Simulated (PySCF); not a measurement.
The calculation's input:

```
{"job": {"kind": "nmr", "xc": "PBE0", "basis": "pcSseg-2"}, "charge": 0, "multiplicity": 1}
Cl    -1.840652     1.452593    -0.728692
Si    -0.067408     0.760072    -0.062103
Cl     1.156302     2.291880     0.412678
O     -0.165437    -0.468672     1.093195
B      0.428116    -1.257876     0.113435
Cl     0.836415    -2.934691     0.256829
O      0.631885    -0.454588    -1.004429
```

Command:

```sh
OMP_NUM_THREADS=1 python cluster_run.py task.json out
```

Geometry: PBE0-D3(BJ)/def2-SVP.

These are results of PySCF, PBE0/pcSseg-2, SCF density, gas phase, non-relativistic, not measurements.

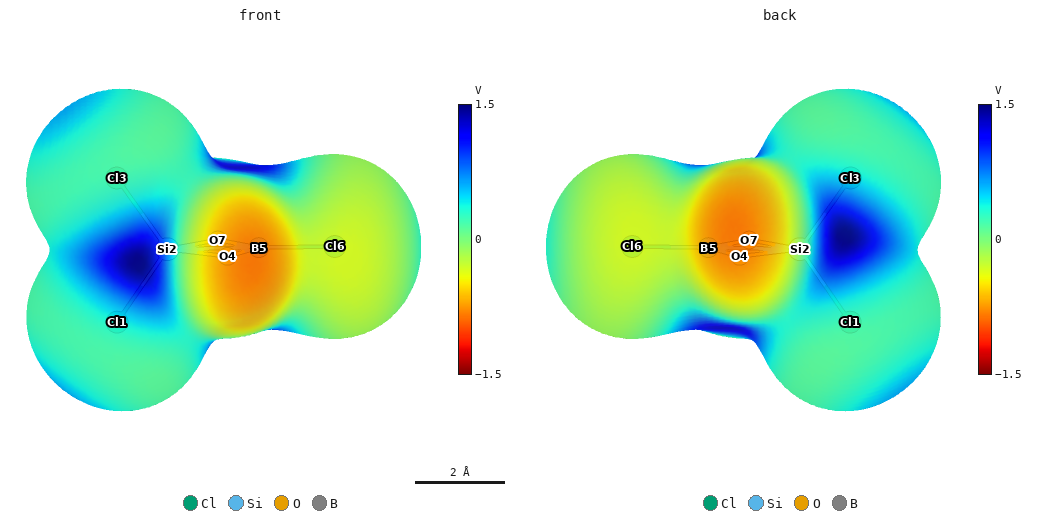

BCl₃O₂Si. The molecular electrostatic potential painted on the density surface at 0.001 e/bohr³, seen from the front and from behind; red is negative and blue positive.

### Which sites attract a positive test charge, and which a negative one?

A positive charge is drawn to the negative regions and a negative charge to the positive ones. The most negative region (about −0.8 V) lies over O4 and O7, the most positive (about +1.4 V) over Si2. Cl1 shows a σ-hole: about +0.6 V at the tip opposite its bond, against about +0.2 V on its flanks. Cl3 shows a σ-hole: about +0.6 V at the tip opposite its bond, against about +0.2 V on its flanks. Cl6 shows a σ-hole: about +0.3 V at the tip opposite its bond, against about −0.2 V on its flanks.
